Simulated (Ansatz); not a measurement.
# BaPbO3 (Pm-3m): from the cell to its phonons, part 2 of 3

How does BaPbO3 (Pm-3m) vibrate, and is this structure a minimum?

Ansatz 0.2.0; DFT PBEsol, scalar-relativistic, plane waves, PAW; PAW set soft_1.

So far. Step 3 (Relaxing to small forces for the phonons): The forces vanish by symmetry and the pressure is -0.003 GPa, within the tolerances set. The cell now holds 15.69 Å³/atom. The relaxed cell has a = 4.281 Å (conventional setting).

## (4) Modes at Γ

The zone centre comes first: it holds the modes that light can see, as far as symmetry allows. No field response is asked, since the mesh shows no gap.

input.yaml

```yaml
crystal:
  lattice:
    - [4.2810684894, 0.0, 0.0]
    - [0.0, 4.2810684894, 0.0]
    - [0.0, 0.0, 4.2810684894]
  atoms:
    - { symbol: Ba, position: [0.5, 0.5, 0.5] }
    - { symbol: Pb, position: [0.0, 0.0, 0.0] }
    - { symbol: O, position: [0.0, 0.5, 0.0] }
    - { symbol: O, position: [0.0, 0.0, 0.5] }
    - { symbol: O, position: [0.5, 0.0, 0.0] }
kpoints:
  mp_grid: { grid: [8, 8, 8] }
hamiltonian:
  xc: pbesol
  pseudopotentials: { kind: paw, azcp: { folder: soft_1 }, xc_functional: pbe }
scf:
  occupations: { method: methfessel_paxton, width: 0.2 }
output:
  eigenvalues: true
phonons:
  method: dfpt
```

Launch:

```bash
$ ansatz run input.yaml --threads 4 --pin off --max-ram 10240MiB --backend cpu --events-out ev --progress --plain --runs-dir out
```

Numbers of over 12 decimals in the logs are rounded to 6 here.

What it wrote:

```text
zone centre: on kpoints.mp_grid the ground state, and the responses unless they are solved on pairs of k-points, stand on 125 of the mesh's 512 k-points, reduced under 8 symmetry operations, with k and −k counted as one. Each operation leaves every solved displacement unchanged or reverses it
[...]
Crystal: 5 atoms, lattice volume = 78.461 Å³
Basis set: ecut = 420 eV, 1551 PW (Γ), exchange–correlation on 60×60×60 points (8 copies of the dense FFT grid, shifted against one another)
Bands: 26, of which v1, the nominal top of the filled ones, is band 21 counted from 1 (20 counted from 0)
Symmetry: 48 space group operations
k-points: 125 of 512 (irreducible under 8 space group operations)
[...]
SCF iter   1: F=—  HF=-19304.939873 eV  |F-HF|=—  |Δ(HF+E_count)|=         —  Δρ=5.67e-2  dr2=3.60e0  ethr=3.10e-3  ⟨swp⟩=10.9  Hψ=21582  notcnv=0
[...]
SCF iter  11: F=-19303.498120 eV  HF=-19303.498120 eV  |F-HF|=7.28e-12  |Δ(HF+E_count)|=  3.64e-12  S|Δr|=    0.00e0  Δρ=7.80e-8  dr2=3.01e-12  ethr=1.00e-12  ⟨swp⟩=19.4  Hψ=26114  notcnv=0
SCF 1 converged in 11 iterations: F = -19303.498120 eV  dr2 = 3.01e-12
[...]
DFPT response loops at Γ: preconditioner auto → Kerker (q_TF=auto, 2.458 Å⁻¹) (partly filled bands, converged f_vac=0.000); β = 1.00, the filter's whole step (`scf.mixing.beta` (0.50) is not read by the response loops under this deck's `scf.mixing.preconditioner`; to damp them name `kerker` or `kerker_dos`, under which they read `scf.mixing.beta`, and type it under 1.00, their step now; both keys bind the ground state too); Broyden in place of MSR1
SCF converged after 11 iterations
[...]
Free energy (F): -19303.498120 eV
[...]
Internal energy: -19303.509129 eV  (E = F + TS)
E sigma→0 (E₀):  -19303.500872 eV
Entropy (-TS):   0.011009 eV (2.202 meV/atom)
Fermi energy:    9.133921 eV
[...]
--- Band table (eV; the first three rows and the last of 125) ---
  k-point 0: bands = [... 17 lower, 8.1490, 8.1490, 8.5166, 8.5166, 8.5166, 13.8033, 13.8033, 15.5002, ... 1 higher]
  k-point 1: bands = [... 17 lower, 8.1201, 8.1201, 8.4847, 8.4847, 8.9870, 14.0241, 14.0325, 15.7890, ... 1 higher]
  k-point 2: bands = [... 17 lower, 8.0625, 8.0625, 8.4093, 8.4093, 10.3010, 14.5671, 14.6166, 16.2365, ... 1 higher]
  k-point 124: bands = [... 17 lower, 9.0650, 9.0650, 9.1350, 9.1350, 13.9133, 13.9133, 13.9133, 15.8997, ... 1 higher]
--- Phonons (Γ-DFPT): 4 representative perturbations + reference, on 125 of 512 k-points (Σ response iterations 13) ---
  k mesh reduced under 8 symmetry operations, with k and −k counted as one. Each operation leaves every solved displacement unchanged or reverses it
  ASR residual: 4.594e-5 → 0.000e0 eV/Å²; symmetrization residual: 1.057e-6 eV/Å²
  ASR residual per site (eV/Å²): 3.79e-6 6.73e-6 4.59e-5 4.59e-5 4.59e-5
  Γ frequencies (cm⁻¹): 0.00 0.00 0.00 44.03 44.03 44.03 83.25 83.25 83.25 130.93 130.93 130.93 564.33 564.33 564.33
  non-analytic LO–TO correction: not included (Born effective charges unavailable; polar crystals: no LO–TO splitting at Γ)
```

The job ended after 32 s (4 threads of Arm Neoverse V2, shared host; peak memory 1.1 GiB; 2 min of CPU time).

The column dr2 measures how far the density is from self-consistency, as an energy; F and HF (Harris–Foulkes) agree once it is small.

This step gave:

| Property | Result |
| --- | --- |
| sum-rule residual before enforcement | 4.59e-5 eV/Å² |
| point group | m-3m |
| highest optical mode at the zone centre (no LO-TO term) | 564.3 cm⁻¹ |
| lowest optical zone-centre mode | 44.03 cm⁻¹ |

Patterns of degenerate modes are one choice out of their space. Modes at Γ, with each element's share of the kinetic energy:

```csv
mode,frequency (cm⁻¹),symmetry,Ba %,Pb %,O %
1,0.0,acoustic,35,53,12
2,0.0,acoustic,35,53,12
3,0.0,acoustic,35,53,12
4,44.0,T1u,46,6,48
5,44.0,T1u,46,6,48
6,44.0,T1u,46,6,48
7,83.2,T2u,0,0,100
8,83.2,T2u,0,0,100
9,83.2,T2u,0,0,100
10,130.9,T1u,19,37,44
11,130.9,T1u,19,37,44
12,130.9,T1u,19,37,44
13,564.3,T1u,0,4,96
14,564.3,T1u,0,4,96
15,564.3,T1u,0,4,96
```

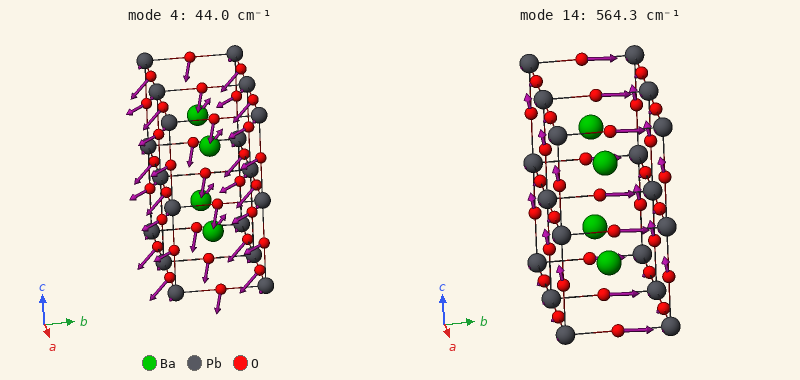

Displacement patterns of modes 4 and 14 at Γ; arrows are exaggerated. 2×1×2 cells are drawn. Some periodic images of atoms are drawn too.

Before it was imposed, the acoustic sum rule was missed by 4.6e-5 eV/Å². Small misses are needed for a sound result but don't prove that mesh and cutoff are converged. The lowest optical mode is real, 44.0 cm⁻¹.

## (5) The dispersion

Stability and thermal properties need the whole zone. Linear response on a 4×4×4 q mesh gives force constants as far as a supercell of that size would.

Edit input.yaml of step 4 so:

```diff
@@ -22 +22,8 @@
   method: dfpt
+  qmesh: [4, 4, 4]
+  temperatures: { t_max: 1000, t_step: 50 }
+  qpath:
+    path:
+      - [[0.0, 0.0, 0.0], [0.0, 0.5, 0.0], [0.5, 0.5, 0.0], [0.0, 0.0, 0.0], [0.5, 0.5, 0.5], [0.0, 0.5, 0.0]]
+      - [[0.5, 0.5, 0.5], [0.5, 0.5, 0.0]]
+    npoints: 10
```

What it wrote:

```text
[...]
Crystal: 5 atoms, lattice volume = 78.461 Å³
Basis set: ecut = 420 eV, 1551 PW (Γ), exchange–correlation on 60×60×60 points (8 copies of the dense FFT grid, shifted against one another)
Bands: 26, of which v1, the nominal top of the filled ones, is band 21 counted from 1 (20 counted from 0)
Symmetry: 48 space group operations
k-points: 35 of 512
[...]
SCF iter   1: F=—  HF=-19304.939741 eV  |F-HF|=—  |Δ(HF+E_count)|=         —  Δρ=5.67e-2  dr2=3.60e0  ethr=3.10e-3  ⟨swp⟩=11.0  Hψ=6009  notcnv=0
[...]
SCF iter  11: F=-19303.498120 eV  HF=-19303.498120 eV  |F-HF|=3.64e-12  |Δ(HF+E_count)|=  7.28e-12  S|Δr|=    0.00e0  Δρ=7.23e-8  dr2=2.64e-12  ethr=1.00e-12  ⟨swp⟩=18.6  Hψ=7142  notcnv=0
SCF 1 converged in 11 iterations: F = -19303.498120 eV  dr2 = 2.64e-12
[...]
SCF iter   7: F=-19303.498120 eV  HF=-19303.498120 eV  |F-HF|=3.64e-12  |Δ(HF+E_count)|=  7.28e-12  S|Δr|=    0.00e0  Δρ=1.08e-7  dr2=4.47e-12  ethr=1.00e-12  ⟨swp⟩=5.6  Hψ=3002  notcnv=0
SCF 2 converged in 7 iterations: F = -19303.498120 eV  dr2 = 4.47e-12
phonons: the bands overlap, so this run is a metal and interpolates without the dipole-dipole term. If the crystal is really an insulator or semiconductor, its LO-TO splitting is missing
NSCF: frozen V_eff on 35 k-points
WARN: eigensolver did not converge in 5 slots of this pass, the one above among them; of largest residual over every band (k=13): 1 band(s) unlocked (lowest unlocked band 25, counted from 0; max residual 3.88e-5 eV among the unlocked bands, 3.88e-5 eV over every band); of lowest unlocked band (k=13): band 25
[...]
DFPT response loops at q = (0, 0, 0) (fractional): preconditioner auto → Kerker (q_TF=auto, 2.458 Å⁻¹) (partly filled bands, converged f_vac=0.000); β = 1.00, the filter's whole step (`scf.mixing.beta` (0.50) is not read by the response loops under this deck's `scf.mixing.preconditioner`; to damp them name `kerker` or `kerker_dos`, under which they read `scf.mixing.beta`, and type it under 1.00, their step now; both keys bind the ground state too); Broyden in place of MSR1
[...]
SCF converged after 11 iterations
[...]
Free energy (F): -19303.498120 eV
[...]
Internal energy: -19303.509129 eV  (E = F + TS)
E sigma→0 (E₀):  -19303.500872 eV
Entropy (-TS):   0.011009 eV (2.202 meV/atom)
Fermi energy:    9.133921 eV
[...]
--- Band table (eV; the first three rows and the last of 35) ---
  k-point 0: bands = [... 17 lower, 8.1490, 8.1490, 8.5166, 8.5166, 8.5166, 13.8033, 13.8033, 15.5002, ... 1 higher]
  k-point 1: bands = [... 17 lower, 8.1201, 8.1201, 8.4847, 8.4847, 8.9870, 14.0241, 14.0325, 15.7890, ... 1 higher]
  k-point 2: bands = [... 17 lower, 8.0625, 8.0625, 8.4093, 8.4093, 10.3010, 14.5671, 14.6166, 16.2365, ... 1 higher]
  k-point 34: bands = [... 17 lower, 9.0650, 9.0650, 9.1350, 9.1350, 13.9133, 13.9133, 13.9133, 15.8997, ... 1 higher]
--- Phonons (Γ-DFPT): 4 representative perturbations + reference (Σ response iterations 13) ---
  ASR residual: 4.749e-5 → 0.000e0 eV/Å²; symmetrization residual: 1.159e-6 eV/Å²
  ASR residual per site (eV/Å²): 2.54e-6 4.59e-6 4.75e-5 4.75e-5 4.75e-5
[...]
--- Phonons (arbitrary-q DFPT): 10 irreducible q on the 4×4×4 mesh ---
  q = [0.0000, 0.0000, 0.0000] (star 1, of the zone-centre solve; hermiticity 1.32e-7, symmetrization 2.97e-12): -0.00 0.00 0.00 44.03 44.03 44.03 83.25 83.25 83.25 130.93 130.93 130.93 564.33 564.33 564.33
  q = [0.0000, 0.0000, 0.2500] (star 6, 9 solved perturbations in 1560 linear systems a pass and spin channel, the states on 200 of 512 k-point pairs; hermiticity 2.93e-7, symmetrization 7.18e-13): 40.24 40.24 59.88 59.88 78.71 102.07 102.07 110.73 125.24 130.52 130.52 222.60 568.14 568.14 578.99
[...]
q = [0.0000, 0.2500, -0.5000] (star 12, 15 solved perturbations on 200 of 512 k-point pairs; hermiticity 1.87e-7, symmetrization 1.44e-14): -108.48 51.83 57.89 64.51 87.47 111.47 131.45 135.44 146.01 174.53 196.12 285.98 468.09 575.98 635.81
[...]
sum rule: each row above includes the acoustic sum rule's correction from the zone centre's row sums; it moved no ω² by more than (0.90 cm⁻¹)²
  mesh force constants: q→R imaginary residual 1.21e-18; ASR residual 4.749e-5 → 0.000e0 eV/Å²; symmetrization residual 1.421e-14 eV/Å²
  interpolated dispersion: 62 rows × 15 modes
  density of states and harmonic sums: on the 16×16×16 q-mesh, interpolated from the force constants of a 4×4×4 supercell (no non-analytic term)
  largest difference from the sums on the solved wave vectors: F 7.52e-2 eV, S 9.08e-5 and C_V 2.16e-5 eV/K
  zero-point energy: 0.185078 eV/cell   skipped modes (ω ≤ 0): 251, of them read as no rigid motion or as one in doubt: 248 (1.552e0 modes/cell left out, lowest -163.44 cm⁻¹)   left out of the sums: 1.03e-1 of the cell's modes: C_V's classical limit lies that fraction below 3 k_B per atom; for a crystal, a wire or a layer, F and S can be off by more, and a phonons.interpolated_qmesh denser along its periods is the remedy for the sampling
```

Elapsed: 11 min, on 4 threads; peak memory 2.6 GiB; 44 min of CPU time.

This step gave:

- sum-rule residual before enforcement: 4.75e-5 eV/Å²
- lowest frequency on the path: -163.4 cm⁻¹
- highest frequency on the path or at a solved wavevector: 659.7 cm⁻¹
- lowest mode on the q mesh (acoustic modes at Γ apart): -163.4 cm⁻¹

Frequencies (cm⁻¹) solved at each irreducible wavevector; negative means imaginary. Frequencies by wavevector, by row:

```csv
q in reciprocal lattice units,star,mode 1,mode 2,mode 3,mode 4,mode 13,mode 14,mode 15
0 0 0,1,0,0,0,44,564.3,564.3,564.3
0 0 0.25,6,40.2,40.2,59.9,59.9,568.1,568.1,579
0 0 -0.5,3,52.5,52.5,72.5,72.5,572,572,591.2
0 0.25 0.25,12,-80,35.9,51.6,76.1,501.4,572.1,626.7
0 0.25 -0.5,12,-108.5,51.8,57.9,64.5,468.1,576,635.8
0 -0.5 -0.5,3,-150.2,27.5,27.5,60.7,310.4,579.8,642.3
0.25 0.25 0.25,8,-99.3,-62.3,-62.3,56.7,503.8,503.8,646.4
0.25 0.25 -0.5,12,-125,-93.5,-68.7,61.3,451.5,506.9,652.7
0.25 -0.5 -0.5,6,-157.7,-113.9,-113.9,63.8,316.1,493.3,656.4
-0.5 -0.5 -0.5,1,-163.4,-163.4,-163.4,65.6,319.8,319.8,658.3
```

Interpolated from a 4×4×4 q mesh. The phonon branches at the labelled points (cm⁻¹):

```csv
point,branch 1,branch 2,branch 3,branch 4,branch 12,branch 13,branch 14,branch 15
Γ,0,0,0,44,131,564,564,564
X,52,52,72,72,282,572,572,591
M,-150,28,28,61,293,310,580,642
Γ,0,0,0,44,131,564,564,564
R,-163,-163,-163,66,241,320,320,658
X,52,52,72,72,282,572,572,591
jump to R,-163,-163,-163,66,241,320,320,658
M,-150,28,28,61,293,310,580,642
```

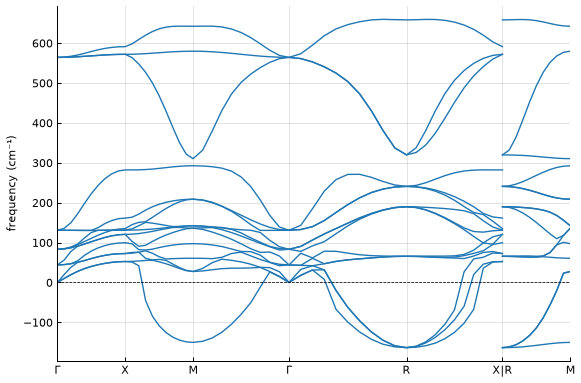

Phonon branches along the path.

The phonon density of states has structure finer than the step of the table below, so its rows give means over 50 cm⁻¹, whole bins alone (the curve runs from -165 to 665 cm⁻¹). Peaks (cm⁻¹: height): 65.0: 0.120, 135.0: 0.0547, 275.0: 0.0338, 565.0: 0.0314, 645.0: 0.0283.

Tetrahedra on a 16×16×16 mesh, mean over bins of 10 cm-1. Interpolated from a 4×4×4 q mesh. Phonon density of states against wavenumber; means over each step:

```csv
wavenumber (cm⁻¹),phonon density of states (1/cm⁻¹/cell)
-100,0.0117
-50,0.00776
0,0.00819
50,0.0593
100,0.0423
150,0.0490
200,0.0311
250,0.0122
300,0.00968
350,0.00265
400,0.00345
450,0.00497
500,0.00845
550,0.0187
600,0.00688
```

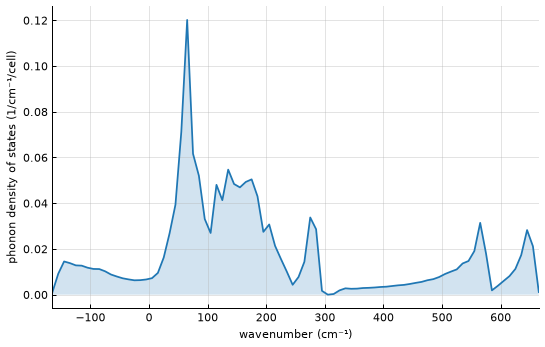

Phonon density of states, plotted against wavenumber.

The partial phonon density of states has structure finer than the step of the table below, so its rows give means over 50 cm⁻¹, whole bins alone (the curve runs from -172 to 689 cm⁻¹). Peaks (cm⁻¹: height): Ba 60.8: 0.0763; O -128.9: 0.0149, -101.8: 0.0152, 66.2: 0.0187, 131.2: 0.0287, 277.6: 0.0291, 564.8: 0.0259, 646.1: 0.0243; Pb 142.1: 0.0248, 174.6: 0.0275.

Phonopy on the run's constants, 13x13x13 mesh, Gaussian sigma 6.2 cm-1. Interpolated from a 4×4×4 q mesh. Partial phonon density of states against wavenumber; means over each step; values in 1/cm⁻¹/cell:

```csv
wavenumber (cm⁻¹),Ba,O,Pb
-100,1.6e-4,0.0114,5.2e-5
-50,0.00117,0.00855,7.7e-5
0,0.00168,0.00201,2.9e-4
50,0.0409,0.0130,0.00700
100,0.0102,0.0179,0.0144
150,0.00266,0.0225,0.0237
200,0.00265,0.0167,0.0119
250,4.1e-4,0.0114,7.5e-4
300,1.2e-4,0.00913,5.9e-4
350,2.2e-6,0.00285,5.9e-6
400,7.7e-7,0.00270,1.5e-5
450,3.8e-6,0.00506,4.6e-5
500,4.3e-6,0.00860,1.5e-4
550,9.2e-7,0.0174,5.8e-4
600,5.1e-6,0.00721,2.2e-4
650,9.0e-6,0.0144,2.1e-4
```

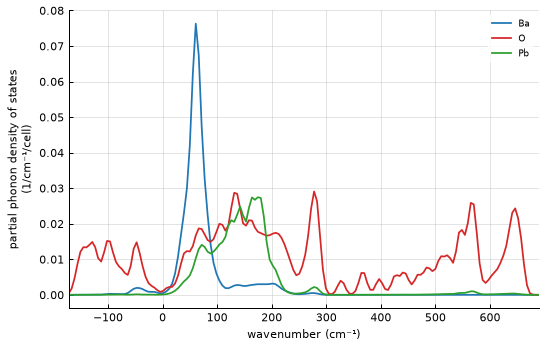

Partial phonon density of states, plotted against wavenumber.

Symmetry leaves 10 wavevectors to solve. The lowest mode among them, the acoustic zeros apart, lies at q = (-0.5, -0.5, -0.5) and is imaginary, 163.4i cm⁻¹, so the energy falls along it.

## (6) Another isotope, element Ba, natural mass 137.327 amu

An isotope changes the mass and not the force constants, so no new electronic calculation is needed; the shifts show which modes move this element.

(Part 2 of 3 ends here.)

[Logs are printed without paths, hosts, clocks, repeated set-up lines and the standing remarks that a program may print on its own settings, such as how far it seeks lower states.]

[Hosts, paths, dates, database ids (printed as entryN), source tags and the programs' standing remarks are cut or masked in the printed files.]
